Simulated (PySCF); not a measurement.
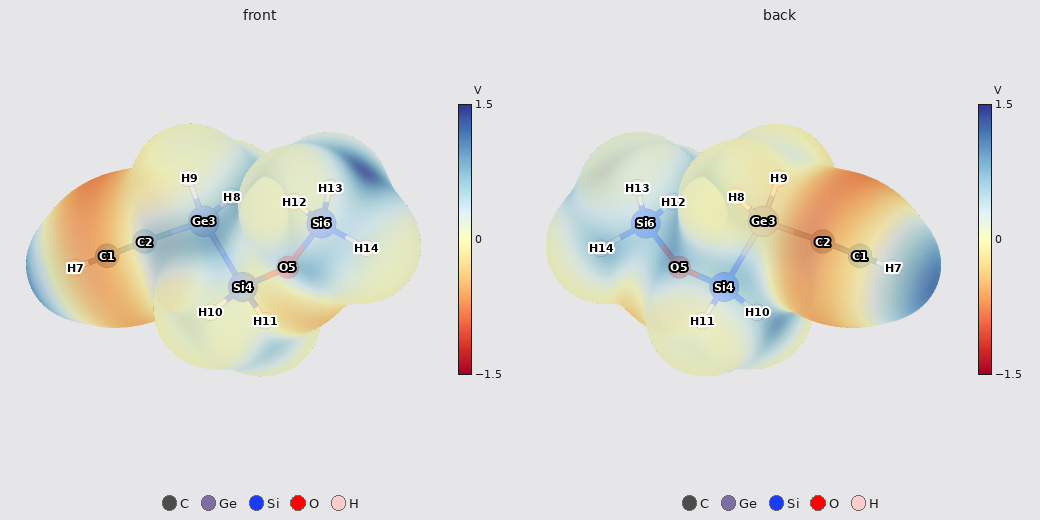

Figure. C2H8GeOSi2 (SMILES C#[C][GeH2][SiH2]O[SiH3]). The electrostatic potential painted on the density surface at 0.001 e/bohr³, seen from the front and from behind; red is negative and blue positive.

Geometry: GFN2-xTB.

All numbers below come from CAM-B3LYP/def2-SVPD, SCF density, gas phase in PySCF 2.14.0.

Input file:

```
{"job": {"kind": "uv", "xc": "CAM-B3LYP", "basis": "def2-SVPD", "nstates": 8, "ntriplets": 3}, "charge": 0, "multiplicity": 1}
C      3.830410     1.457640     0.205949
C      2.757596     0.968480     0.447438
Ge     1.050358     0.192363     0.764209
Si    -0.164447    -0.014912    -1.222054
O     -1.694532    -0.427941    -0.895152
Si    -2.894105    -0.773415     0.140274
H      4.773318     1.883126     0.006819
H      1.385544    -1.083851     1.506822
H      0.455362     1.061122     1.852202
H     -0.248603     1.252848    -1.947512
H      0.350824    -1.090815    -2.069551
H     -3.396331     0.499439     0.655318
H     -2.341629    -1.598895     1.215781
H     -3.864442    -1.485589    -0.682711
```

Command:

```sh
OMP_NUM_THREADS=1 python probes_run.py task.json out
```

Q: Which sites attract a positive test charge, and which a negative one?

A: A positive charge is drawn to the negative regions and a negative charge to the positive ones. The most negative region (about −0.7 V) lies over C1 and C2, the most positive (about +1.2 V) over Si6 and H7.

Q: How polar is the molecule by this calculation?

A: Its dipole moment is 0.63 D.
